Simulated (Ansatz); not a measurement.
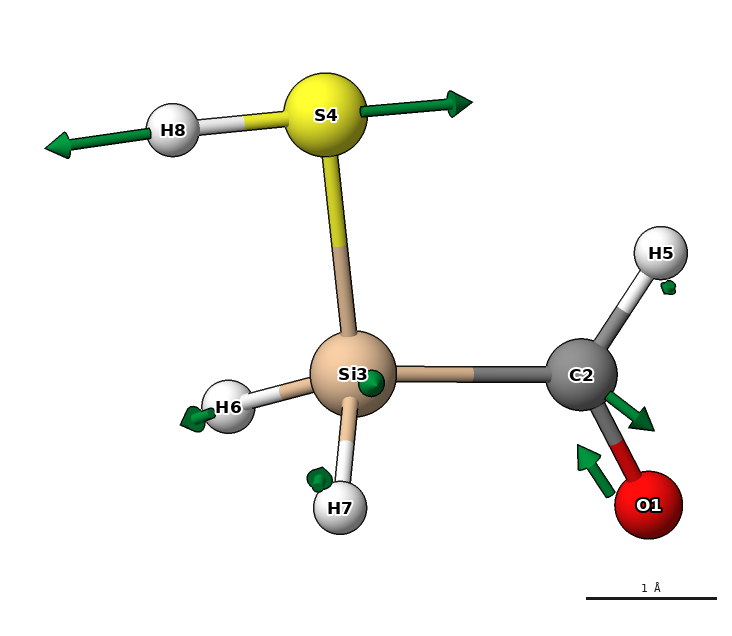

Arrows show the forces on the atoms, 0.3 Å of arrow for 1 eV/Å; forces under a tenth of the largest aren't drawn. Level of theory: ωB97M-V/def2-TZVPP (Ansatz 0.2.0).

Question: Which bond do the forces act along most?

Answer: S4–H8, now 1.253 Å: the forces push its atoms apart, so a first step downhill lengthens it.

List the force components in the frame of the picture (x right, y up, z towards the viewer), in eV/Å.

| atom | Fx | Fy | Fz |
| --- | --- | --- | --- |
| O1 | −0.87 | 1.31 | 0.49 |
| C2 | 1.23 | −0.95 | −0.10 |
| Si3 | 0.38 | −0.19 | 1.58 |
| S4 | 2.87 | 0.25 | −1.04 |
| H5 | −0.18 | −0.27 | −0.24 |
| H6 | −0.84 | −0.32 | −0.86 |
| H7 | 0.12 | 0.55 | −0.76 |
| H8 | −2.71 | −0.39 | 0.92 |
